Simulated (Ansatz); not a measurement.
## How basis sets differ on SO (sulfur oxide)

SO has 2 atoms, charge 0, and is taken as a triplet. As SMILES, `O=S`. The bond length is the measured one.

```xyz
2

O     0.0000    0.0000    0.0000
S     0.0000    0.0000    1.4811
```

Quantity: the electronic atomisation energy, in eV. The values are calculated. Electronic energies at fixed atoms, without zero-point motion or spin-orbit coupling.

```tsv
level	kind	program	value (eV)	CPU time (all runs)
RPA@PBE/aug-cc-pVDZ	RPA	Ansatz	4.17	3.4 s
RPA@PBE/def2-TZVPPD	RPA	Ansatz	4.87	10 s
RPA@PBE/aug-cc-pVTZ	RPA	Ansatz	4.80	4.3 s
RPA@PBE/aug-cc-pVQZ	RPA	Ansatz	4.97	11 s
RPA@PBE/aug-cc-pV5Z	RPA	Ansatz	5.07	33 s
```

The values span 4.17 to 5.07 eV. CPU times are rough (shared hosts, several kinds of processor): they show what a rung costs within a factor of a few.

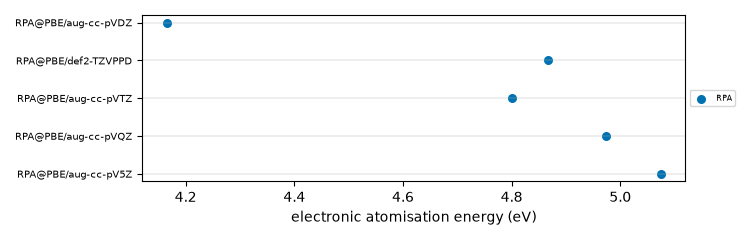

The values of the table, level by level.
